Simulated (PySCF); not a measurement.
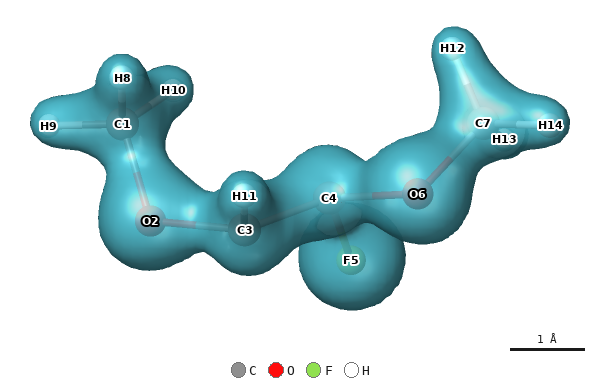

The picture shows: C₄H₇FO₂ (SMILES CO[CH-][C](F)OC) (charge −1, doublet). Isosurface of the total electron density at 1 e/Å³ (cyan), seen at a tilt.

Geometry: GFN2-xTB.

All numbers below come from UKS B3LYP, pcH-1 on C F H O, non-relativistic, mean-field spin-orbit, GIAO in PySCF 2.14.0, density-fitted response routines.

```xyz
14

C     2.3937    0.4059    0.6654
O     1.9975   -0.9322    0.5402
C     0.7461   -1.1156   -0.1135
C    -0.4244   -0.5690    0.5361
F    -0.7798   -1.2403    1.7866
O    -1.5907   -0.5978   -0.2757
C    -2.4785    0.4297    0.0550
H     2.4530    0.9015   -0.3192
H     3.3837    0.4243    1.1342
H     1.6852    0.9717    1.2860
H     0.8011   -0.7960   -1.1657
H    -2.0299    1.4248   -0.0990
H    -2.8041    0.3626    1.1026
H    -3.3535    0.3299   -0.5952
```

How is the density connected at this value?

At this value the surface is in one piece. It bridges the sampled C–O (1.40 Å), C–C (1.45 Å), C–F (1.46 Å) and C–H (1.09 Å) contacts, where the density stays above the isovalue. On the grid the lowest density along these lines, outside the cores, is 1.4 e/Å³ (C–O, 1.40 Å), 1.4 e/Å³ (C–C, 1.45 Å), 1.4 e/Å³ (C–F, 1.46 Å) and 1.4 e/Å³ (C–H, 1.09 Å).
